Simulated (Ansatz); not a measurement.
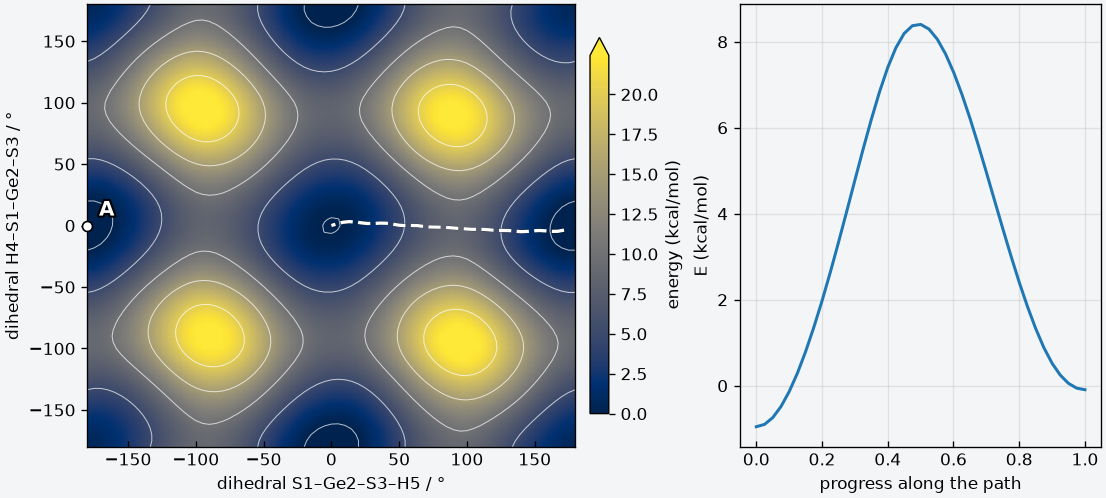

GeH2S2, SMILES [SH][Ge][SH]. First axis: dihedral S1–Ge2–S3–H5. Second axis: dihedral H4–S1–Ge2–S3. Nothing is relaxed (all other coordinates rigid). The grid has 9 × 9 points; 25 points were computed and 56 follow by symmetry. Points are written as (first, second). All energies are given in kcal/mol relative to the lowest grid point. Method: Ansatz 0.2.0, RKS wB97X-V/def2-SVP.

The picture shows a smooth colour map with a few white contour lines, a line along the lowest path, one colour for all values above the top of the scale, the energy along the path at the right, the start A. Between grid points the surface is interpolated.

Question: Describe the path and its barrier.

Answer: The easiest path leads from the well at about (−180°, 0°) to the well at about (0°, 0°), about 0.86 kcal/mol higher. Its highest point lies about 9.4 kcal/mol above the bottom of the first well on the interpolated surface, at about (90°, 0°). This is the barrier on the constrained surface; relaxing the other coordinates would change it.
